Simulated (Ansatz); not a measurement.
# RbZnCl3 (model structure): optical spectrum from first principles, part 2 of 2

Wanted: where RbZnCl3 (model structure) starts to absorb, how strongly, and its refractive index. The structure is a model built here, which may or may not match a known phase. It was built so: All F replaced by Cl and K replaced by Rb in the Pm-3m structure of KZnF3.

Ansatz 0.2.0; DFT, PBE, plane-wave PAW, default files, scalar-relativistic, independent-particle optical response without local fields.

So far. Step 3 (Ground state and bands): There is a gap, 1.39 eV on the path, so no carriers' term is needed. The cell is left with a pressure of 0.0 GPa after its relaxation.

## (4) Spectrum

The spectrum is a sum over vertical transitions between filled and empty bands at the fixed density, so many empty bands are needed.

This step: DFT, PBE, plane-wave PAW, default files, scalar-relativistic, independent-particle optical response without local fields (Ansatz 0.2.0).

The input, input.yaml:

```yaml
crystal:
  lattice:
    - [5.0087695717, 0.0, 0.0]
    - [0.0, 5.0087695717, 0.0]
    - [0.0, 0.0, 5.0087695717]
  atoms:
    - { symbol: Rb, position: [0.0, 0.0, 0.0] }
    - { symbol: Zn, position: [0.5, 0.5, 0.5] }
    - { symbol: Cl, position: [0.5, 0.0, 0.5] }
    - { symbol: Cl, position: [0.0, 0.5, 0.5] }
    - { symbol: Cl, position: [0.5, 0.5, 0.0] }
kpoints:
  mp_grid: { grid: [5, 5, 5] }
scf:
  occupations: { method: fixed }
hamiltonian:
  xc: pbe
  pseudopotentials: { kind: paw }
output:
  optics:
    e_range: [0, 20]
    de: 0.05
    sigma: 0.2
    nscf_kmesh: { grid: [6, 6, 6] }
    bands: auto
```

On the command line:

```sh
$ ansatz run input.yaml --threads 2 --pin off --max-ram 5120MiB --backend cpu --events-out ev --progress --plain --runs-dir out
```

Numbers of over 12 decimals in the logs are rounded to 6 here.

What it wrote:

```text
[...]
Crystal: 5 atoms, lattice volume = 125.659 Å³
Basis set: ecut = 420 eV, 2517 PW (Γ)
Bands: 26, of which v1, the nominal top of the filled ones, is band 21 counted from 1 (20 counted from 0)
Symmetry: 48 space group operations
[...]
k-points: 10 of 125
[...]
SCF iter   1: F=—  HF=-9831.992830 eV  |F-HF|=—  |Δ(HF+E_count)|=         —  Δρ=3.88e-4  dr2=1.08e-4  ethr=1.77e-3  ⟨swp⟩=5.9  Hψ=1212  notcnv=0  defer=29
[...]
SCF iter   9: F=-9831.992650 eV  HF=-9831.992650 eV  |F-HF|=5.46e-12  |Δ(HF+E_count)|=  4.55e-11  Δρ=3.12e-8  dr2=2.12e-12  ethr=1.00e-12  ⟨swp⟩=9.4  Hψ=1063  notcnv=0
SCF 1 converged in 9 iterations: F = -9831.992650 eV  dr2 = 2.12e-12
[...]
output.optics: what the bands over the 101 summed would add to eps1, eps2 and the energy-loss function is held between a lower and an upper bound (6 Lanczos steps). eps1, eps2 and their loss function (loss_summed_bands) are given on every row as the summed bands alone make them. Along an axis, on a row where the two bounds hold the loss function to about 1 % of the greater of itself and 0.5 % of |1/eps|, its cell (loss_completed) is given, with the completed eps1 and eps2 that it is formed of (a cell that is left empty reads nan in the table and null in the record). The two bounds hold it so along every axis on all 401 rows up to 20.000 eV. [rest of the remark cut]
SCF converged after 9 iterations
Free energy (F): -9831.992650 eV
[...]
Internal energy: -9831.992650 eV  (E = F + TS)
E sigma→0 (E₀):  -9831.992650 eV
Fermi energy:    2.821456 eV
[...]
--- Band table (eV; the first three rows and the last of 10) ---
  k-point 0: bands = [... 17 lower, 2.1733, 2.4845, 2.4845, 2.4845, 4.2905, 8.7324, 9.8545, 9.8545, ... 1 higher]
  k-point 1: bands = [... 17 lower, 2.1142, 2.1142, 2.4113, 2.4113, 5.1669, 9.2475, 10.1920, 10.2864, ... 1 higher]
  k-point 2: bands = [... 17 lower, 2.0098, 2.0098, 2.3003, 2.3003, 6.7266, 10.3188, 10.9179, 11.1530, ... 1 higher]
  k-point 9: bands = [... 17 lower, 2.4442, 2.8114, 2.8114, 2.8215, 8.6560, 9.6622, 9.6622, 10.3731, ... 1 higher]
```

It took 19 s on 2 threads of AMD EPYC 9R45, shared host; peak memory 0.98 GiB.

This step gave:

* electronic dielectric constant ε∞, mean over x, y and z (by symmetry where fewer were run): 3.887
* absorption onset, first axis (α over 10⁴ cm⁻¹, or the direct gap if that lies higher): 1.834 eV
* main peak of Im epsilon, first axis: 9.325 eV
* photocurrent from vertical transitions in a film 500 nm thick on a perfect mirror (two passes), AM1.5G, no front reflection, all carriers collected: 17.85 mA/cm²
* least direct gap on the mesh: 1.806 eV
* bands summed: 101
* spectra valid up to: 37.74 eV
* program's estimate of the k-sum error in Im epsilon: 0.03 %
* electrons in the f-sum: 29.65

The Im ε, any direction has structure finer than the step of the table below, so its rows give means over 1 eV, whole bins alone (the curve runs from 0 to 20 eV). Peaks (eV: height): 5.5: 2.81, 9.3: 4.88, 11.9: 3.65, 17.4: 2.12.

The Im ε, any direction by photon energy; means over each step:

```csv
photon energy (eV),"Im ε, any direction"
1,2.0e-4
2,0.389
3,0.732
4,0.885
5,2.19
6,2.47
7,2.44
8,3.49
9,4.37
10,3.41
11,2.61
12,3.19
13,1.93
14,1.36
15,1.35
16,1.70
17,2.01
18,1.70
19,1.12
```

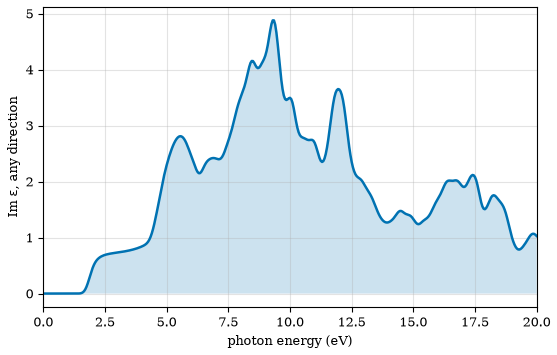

Im ε, any direction, plotted against photon energy.

The Re ε, any direction by photon energy:

```csv
photon energy (eV),"Re ε, any direction"
0,3.89
2,4.48
4,4.46
6,3.36
8,3.72
10,0.785
12,0.404
14,0.376
16,0.962
18,0.0272
20,-0.300
```

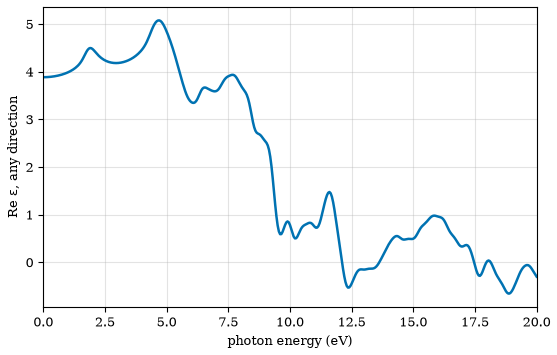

Re ε, any direction, plotted against photon energy.

The reflectivity at normal incidence, any direction has structure finer than the step of the table below, so its rows give means over 1 eV, whole bins alone (the curve runs from 0 to 20 eV). Peaks (eV: height): 5.2: 17.0, 9.4: 26.0, 12.3: 28.3, 17.6: 23.3, 19.0: 34.0.

Reflectivity at normal incidence, any direction against photon energy; means over each step:

```csv
photon energy (eV),"reflectivity at normal incidence, any direction (%)"
1,11.1
2,12.6
3,12.3
4,13.5
5,16.6
6,14.6
7,14.7
8,18.5
9,22.2
10,21.6
11,16.5
12,23.1
13,22.0
14,13.2
15,9.96
16,10.3
17,16.3
18,21.1
19,28.6
```

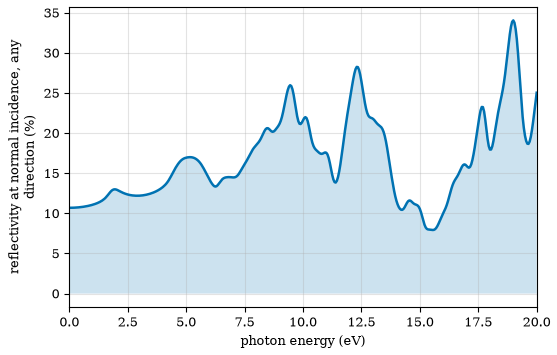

Reflectivity at normal incidence, any direction, plotted against photon energy.

The loss function −Im 1/ε at q → 0, any direction has structure finer than the step of the table below, so its rows give means over 1 eV, whole bins alone (the curve runs from 0 to 20 eV). Peaks (eV: height): 13.8: 0.760, 19.4: 1.19.

Loss function −Im 1/ε at q → 0, any direction against energy loss; means over each step:

```csv
energy loss (eV),"loss function −Im 1/ε at q → 0, any direction"
1,1.2e-5
2,0.0201
3,0.0402
4,0.0414
5,0.0800
6,0.132
7,0.125
8,0.135
9,0.177
10,0.286
11,0.342
12,0.295
13,0.519
14,0.687
15,0.623
16,0.460
17,0.481
18,0.584
19,0.826
```

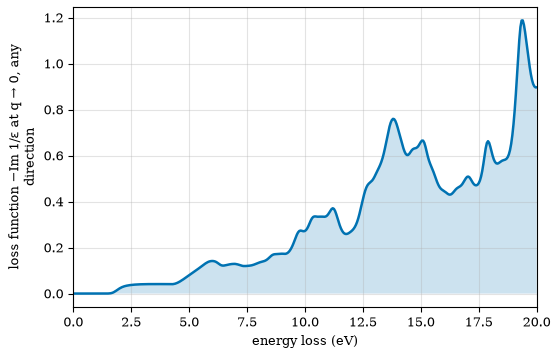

Loss function −Im 1/ε at q → 0, any direction, plotted against energy loss.

Refractive index n and extinction k against photon energy:

```csv
photon energy (eV),n,k
0,1.97,0
2,2.12,0.108
4,2.12,0.198
6,1.94,0.633
8,2.10,0.834
10,1.48,1.18
12,1.43,1.28
14,0.923,0.690
16,1.21,0.703
18,0.892,0.877
20,0.621,0.828
```

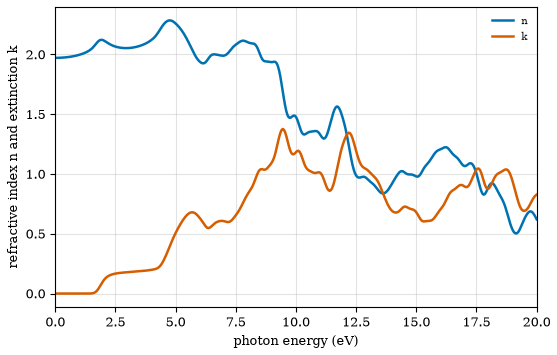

Refractive index n and extinction k against photon energy.

At chosen wavelengths:

```csv
wavelength (nm),n,k,R (%),1/α
1064,2.01,0.000,11.2,over 1 mm
800,2.06,0.002,11.9,28 µm
633,2.12,0.095,13.0,528 nm
532,2.08,0.158,12.5,268 nm
450,2.06,0.174,12.2,205 nm
405,2.05,0.179,12.2,180 nm
193,1.98,0.552,13.8,28 nm
```

Rows near the edge hang on the gap, which this functional as a rule makes too small, and phonon-assisted absorption is left out.

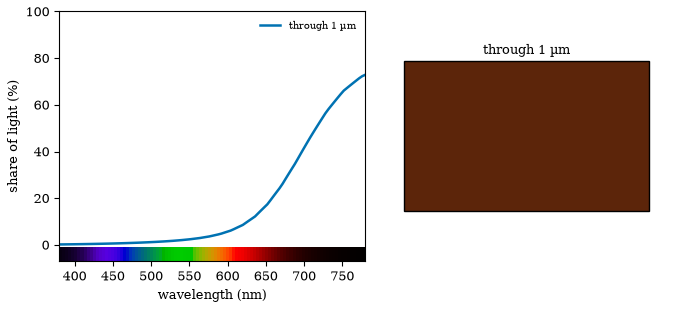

Light through 1 µm across the visible range, with the colour that it makes of daylight (sRGB).

Through 1 µm of it, D65 light comes out orange, dark (x = 0.541, y = 0.383; 4 % transmitted). A larger true gap would move the edge to shorter wavelengths and change the colour.

The f-sum over the summed bands holds 29.7 of the cell's 42 electrons outside the frozen cores, 8 of which lie in bands more than 12 eV below the Fermi level, whose transitions come at higher energies. Up to 20 eV the strength has a mean oscillator energy of 9.7 eV, close to the main peak.

## (5) Static response with local fields

A static field by perturbation theory: the induced potential is included, and the Born charges come with it.

This step: DFT, PBE, plane-wave PAW, default files, scalar-relativistic, static field response by perturbation theory with local fields (Ansatz 0.2.0).

input.yaml: that of step 4 with these lines changed.

```diff
@@ -18,8 +18,2 @@
   pseudopotentials: { kind: paw }
-output:
-  optics:
-    e_range: [0, 20]
-    de: 0.05
-    sigma: 0.2
-    nscf_kmesh: { grid: [6, 6, 6] }
-    bands: auto
+dielectric: {}
```

What it wrote:

```text
[...]
Crystal: 5 atoms, lattice volume = 125.659 Å³
Basis set: ecut = 420 eV, 2517 PW (Γ), exchange–correlation on 72×72×72 points (8 copies of the dense FFT grid, shifted against one another)
Bands: 26, of which v1, the nominal top of the filled ones, is band 21 counted from 1 (20 counted from 0)
Symmetry: 48 space group operations
k-points: 18 of 125 (irreducible under 8 space group operations, time reversal used)
[...]
SCF iter   1: F=—  HF=-9831.992737 eV  |F-HF|=—  |Δ(HF+E_count)|=         —  Δρ=3.89e-4  dr2=1.08e-4  ethr=1.77e-3  ⟨swp⟩=6.1  Hψ=2216  notcnv=0  defer=50
[...]
SCF iter   8: F=-9831.992565 eV  HF=-9831.992565 eV  |F-HF|=3.46e-11  |Δ(HF+E_count)|=  1.42e-10  Δρ=1.27e-7  dr2=3.43e-11  ethr=1.00e-12  ⟨swp⟩=8.1  Hψ=2171  notcnv=0
SCF 1 converged in 8 iterations: F = -9831.992565 eV  dr2 = 3.43e-11
[...]
DFPT response loops at Γ: preconditioner auto → Resta (q_TF=auto, 2.273 Å⁻¹)  ε∞=6.4 (no band partly filled); β = 1.00, the filter's whole step (`scf.mixing.beta` (0.50) is not read by the response loops at its default; to damp them type it under 1.00, their step now; it binds the ground state too); Broyden in place of MSR1
── the response to a field inside a basis, on 6×6×6 k-points: an SCF that follows is theirs, and a resumed run solves both again ──
Bands: 22, of which v1, the nominal top of the filled ones, is band 21 counted from 1 (20 counted from 0)
k-points: 10 of 216
[...]
Eigensolver: Dense (10 Hₖ)
SCF iter   1: F=—  HF=-9831.980923 eV  |F-HF|=—  |Δ(HF+E_count)|=         —  Δρ=1.67e-4  dr2=9.82e-6  ethr=1.00e-1
[...]
SCF iter   4: F=-9831.980930 eV  HF=-9831.980930 eV  |F-HF|=3.87e-8  |Δ(HF+E_count)|=   1.66e-6  Δρ=4.99e-6  dr2=1.90e-8  ethr=1.72e-9
SCF 1 converged in 4 iterations: F = -9831.980930 eV  dr2 = 1.90e-8
[...]
SCF converged after 8 iterations
Free energy (F): -9831.992565 eV
[...]
Internal energy: -9831.992565 eV  (E = F + TS)
E sigma→0 (E₀):  -9831.992565 eV
Fermi energy:    2.821433 eV
[...]
--- Band table (eV; the first three rows and the last of 18) ---
  k-point 0: bands = [... 17 lower, 2.1733, 2.4845, 2.4845, 2.4845, 4.2905, 8.7323, 9.8543, 9.8543, ... 1 higher]
  k-point 1: bands = [... 17 lower, 2.1142, 2.1142, 2.4113, 2.4113, 5.1669, 9.2474, 10.1919, 10.2863, ... 1 higher]
  k-point 2: bands = [... 17 lower, 2.0098, 2.0098, 2.3003, 2.3003, 6.7266, 10.3187, 10.9178, 11.1529, ... 1 higher]
  k-point 17: bands = [... 17 lower, 2.4442, 2.8114, 2.8114, 2.8214, 8.6560, 9.6622, 9.6622, 10.3731, ... 1 higher]
--- Dielectric response (ions clamped): 3 representative field directions + reference, inside a basis on a mesh of 216 k-points (Σ response iterations 12) ---
  ε∞ (high-frequency dielectric tensor):
        3.625082     0.000000     0.000000
        0.000000     3.625082     0.000000
        0.000000     0.000000     3.625082
  Born effective charges Z* (e; rows j = field, columns β = displacement):
    site 0:
         1.28123   -0.00000   -0.00000
         0.00000    1.28123    0.00000
         0.00000    0.00000    1.28123
    site 1:
         2.90727    0.00000   -0.00000
        -0.00000    2.90727    0.00000
         0.00000    0.00000    2.90727
    site 2:
        -0.83116   -0.00000   -0.00000
         0.00000   -2.52619    0.00000
         0.00000    0.00000   -0.83116
    site 3:
        -2.52619   -0.00000    0.00000
        -0.00000   -0.83116    0.00000
        -0.00000    0.00000   -0.83116
    site 4:
        -0.83116    0.00000   -0.00000
        -0.00000   -0.83116    0.00000
         0.00000    0.00000   -2.52619
  Z* charge neutrality: 1.002e-3 e pre-enforcement
  solved inside a basis spanned on kpoints, on 6×6×6 k-points, its susceptibility summed on 10×10×10: ε∞ is read to err by 1.0e-2, Z* by 1.3e-2 e (field_mesh: kpoints solves on kpoints); Z* is corrected for what the basis lacks
```

Wall time 11 s (2 threads); peak memory 0.7 GiB; 20 s of CPU time.

Read-outs, printed or worked out from the files:

| Quantity | Value |
| --- | --- |
| electronic dielectric constant ε∞, mean over x, y and z (by symmetry where fewer were run) | 3.625 |

ε∞ with local fields:

```
3.63 0.00 0.00
0.00 3.63 0.00
0.00 0.00 3.63
```

Diagonal elements. Born, by row:

```csv
atom,Z*xx (e),Z*yy (e),Z*zz (e)
Rb1,1.281,1.281,1.281
Zn2,2.907,2.907,2.907
Cl3,-0.831,-2.526,-0.831
Cl4,-2.526,-0.831,-0.831
Cl5,-0.831,-0.831,-2.526
```

Mean Born charges are Rb +1.28, Zn +2.91 and Cl -1.40, against formal valences of +1, +2 and -1. That of Zn exceeds its valence by 45 %, the mark of charge moving along hybridised bonds as the atoms shift.

## (6) Outcome

| Property | Result |
| --- | --- |
| gap on the path | 1.39 eV |
| least direct gap on the path | 1.81 eV |
| electronic dielectric constant ε∞, mean over x, y and z (by symmetry where fewer were run) (independent particles) | 3.89 |
| absorption onset, first axis (α over 10⁴ cm⁻¹, or the direct gap if that lies higher) | 1.83 eV |
| main peak of Im epsilon, first axis | 9.32 eV |
| photocurrent from vertical transitions in a film 500 nm thick on a perfect mirror (two passes), AM1.5G, no front reflection, all carriers collected | 17.8 mA/cm² |
| electronic dielectric constant ε∞, mean over x, y and z (by symmetry where fewer were run) (static response with local fields) | 3.63 |

At this level (PBE, independent particles) RbZnCl3 has ε∞ = 3.89 (3.63 with local fields) and n = 1.99 at 1550 nm; absorption sets in near 1.8 eV, and Im ε peaks at 9.3 eV. The cell shrank by 8.9 % in volume. The gap is indirect (1.39 eV), so absorption without phonons can begin only at the direct gap of 1.81 eV. The absorption coefficient passes 10⁴ cm⁻¹ at 1.83 eV, inside the visible range. Distinct maxima of Im ε, read by a parabola through the highest points, lie at 5.56 eV (2.8), 9.32 eV (4.9), 11.96 eV (3.7) and 17.41 eV (2.1). The f-sum over the summed bands holds 29.7 of the cell's 42 electrons outside the frozen cores, 8 of which lie in bands more than 12 eV below the Fermi level, whose transitions come at higher energies. Up to 20 eV the strength has a mean oscillator energy of 9.7 eV, close to the main peak. Through 1 µm of it, D65 light comes out orange, dark (x = 0.541, y = 0.383; 4 % transmitted). A larger true gap would move the edge to shorter wavelengths and change the colour. With local fields and the functional's kernel the static response is 3.63 against 3.89 for independent particles (-7 %). In the base spectrum excitons and phonon-assisted transitions are missing, and so are local fields; PBE gaps are as a rule too small, which pulls the onset down and ε∞ up. In the base run ε includes the program's bounded estimate of what the bands above those summed add.

[Logs are printed without paths, hosts, clocks, repeated set-up lines and the standing remarks that a program may print on its own settings, such as how far it seeks lower states.]

[Hosts, paths, dates, database ids (printed as entryN), source tags and the programs' standing remarks are cut or masked in the printed files.]
